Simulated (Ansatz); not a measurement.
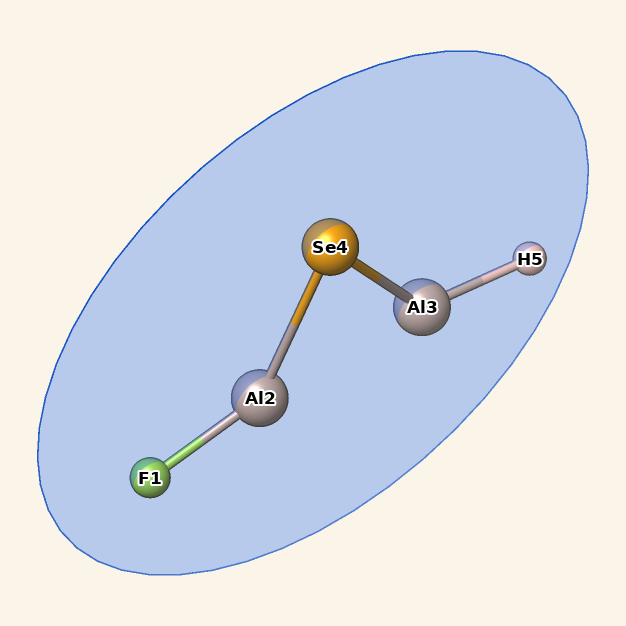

A disc through the centre of mass is drawn in. Distant atoms are faded towards the background colour. Computed geometry: PBE-D4/def2-SVP optimisation. No frequency run is at hand to confirm it as a minimum.

Question: Is the plane of the disc a mirror plane of the structure?

Answer: Yes. The reflection leaves F1, Al2, Al3, Se4, H5 in place. The point group is Cs.
